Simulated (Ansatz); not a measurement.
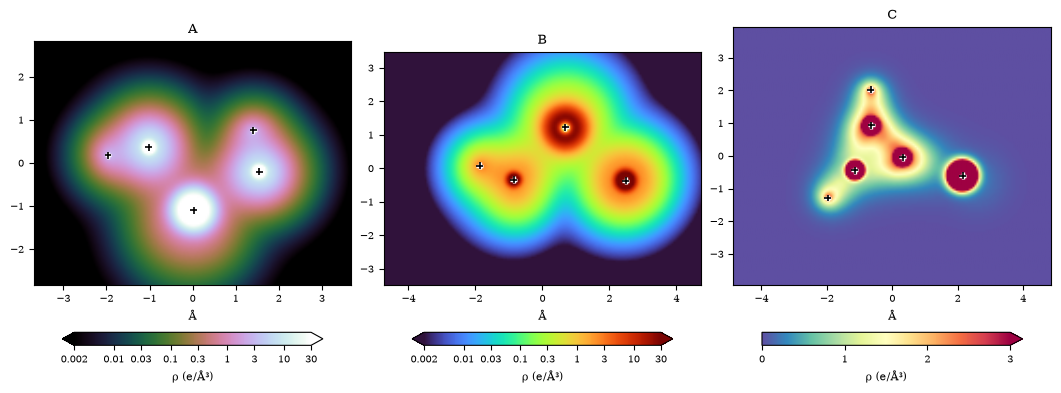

The total electron density of 3 systems, each on a plane through atoms (crosses mark nuclei in the plane).

Theory: isolated molecule in a Gaussian basis; Kohn-Sham density functional theory, functional PBE0 (Ansatz 0.2.0).

System 1: C₂H₃AlBF (SMILES [F][AlH][C]1=CB1), the plane of atoms C2, C1 and B4. Geometry: r2SCAN-D4/def2-SVP.

| atom | x (Å) | y (Å) | z (Å) |
| --- | --- | --- | --- |
| C | 0.2439 | -1.1077 | 0.0742 |
| C | 1.5482 | -0.7022 | -0.0138 |
| Al | -1.2605 | -1.7418 | 1.0838 |
| B | 0.8140 | -0.7354 | -1.2733 |
| F | -2.2967 | -0.6053 | 1.7272 |
| H | -1.6289 | -3.2628 | 1.2634 |
| H | 2.3773 | -0.5569 | 0.6853 |
| H | 0.6727 | -0.6032 | -2.4503 |

System 2: GeH₂O₂ (SMILES [OH][Ge][OH]), the molecular plane. Geometry: PBE0-D4/def2-TZVP.

```csv
atom,x (Å),y (Å),z (Å)
Ge,-0.3750,-0.5187,-1.4122
O,0.9828,-0.1530,-0.2903
O,-1.0830,1.1065,-1.3287
H,1.5757,-0.8918,-0.1310
H,-0.5802,1.6901,-0.7483
```

System 3: CH₃ClSn (SMILES [CH3][Sn][Cl]), the plane of atoms C1, Sn3 and Cl2. Geometry: PBE0-D3(BJ)/def2-SVP; core potentials replace the inner electrons of Sn.

```yaml
atoms:
  - { symbol: C, position_ang: [-1.7309, 2.3893, 2.7305] }
  - { symbol: Cl, position_ang: [-3.7966, 0.0190, 1.5746] }
  - { symbol: Sn, position_ang: [-1.7198, 0.1954, 2.7700] }
  - { symbol: H, position_ang: [-0.8534, 2.8223, 3.2343] }
  - { symbol: H, position_ang: [-1.7575, 2.7319, 1.6830] }
  - { symbol: H, position_ang: [-2.6501, 2.7555, 3.2167] }
```

Question: Match each panel to its system.

Answer: Panel A is system 2, GeH₂O₂: the plane holds Ge, O and H. Ge–O (1.77 Å): ρ is about 1 e/Å³ halfway. Panel B is system 3, CH₃ClSn: the plane holds C, Cl, Sn and H. C–Sn (2.19 Å): ρ is about 0.66 e/Å³ halfway. Panel C is system 1, C₂H₃AlBF: the plane holds C, Al, B and H. C–C (1.37 Å): ρ is about 2.1 e/Å³ halfway.
